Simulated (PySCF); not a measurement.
System: C3H7ClSi.

The calculation's input:

```
{"job": {"kind": "uv", "xc": "B3LYP", "basis": "def2-SVPD", "nstates": 8, "ntriplets": 3}, "charge": 0, "multiplicity": 1}
C      1.890367     0.318752    -0.827049
C      1.001293    -0.402322    -0.165883
C     -0.048526     0.172553     0.703799
Si    -1.821782    -0.065860     0.002101
Cl    -0.043423    -0.669842     2.298617
H      1.920591     1.393091    -0.744025
H      2.616430    -0.132951    -1.480407
H      0.989552    -1.480204    -0.255273
H      0.164112     1.219766     0.921938
H     -2.750370     0.530655     0.957611
H     -2.048473    -1.500370    -0.145079
H     -1.868572     0.616045    -1.292378
```

Command:

```sh
OMP_NUM_THREADS=1 python probes_run.py task.json out
```

Geometry: GFN2-xTB.

Level of theory: B3LYP/def2-SVPD, SCF density, gas phase in PySCF.

> What will maps of the electron density and electron localisation function show?

C–C (1.32 Å): the density is about 2.4 e/Å³ at the midpoint; the ELF peaks at about 0.95 between the atoms: a multiple bond.
C–H (1.08 Å): the density is about 2 e/Å³ at the midpoint; the ELF climbs to about 1 towards the hydrogen, as it does in any bond to H; an ordinary covalent bond to hydrogen.
C–C (1.48 Å): ρ at the midpoint is about 1.8 e/Å³; the ELF peaks at about 0.95 between the atoms; a shared electron pair.

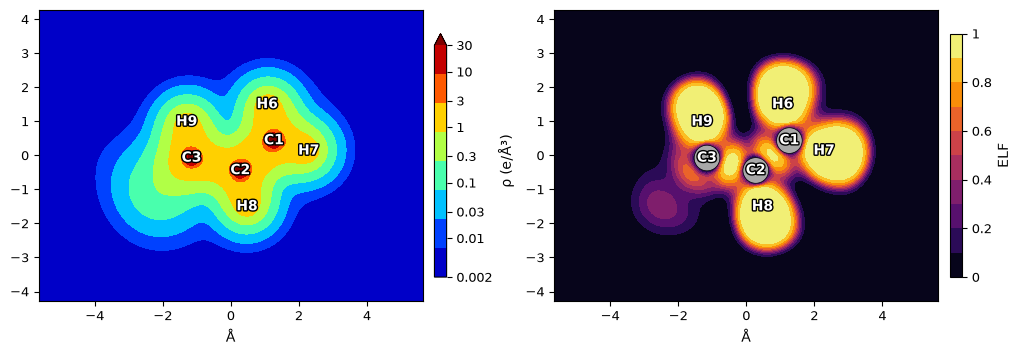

Computed electron density and electron localisation function on the plane of atoms C2, C1 and H7, in this order. Grey discs cover the atomic cores in the ELF map. 
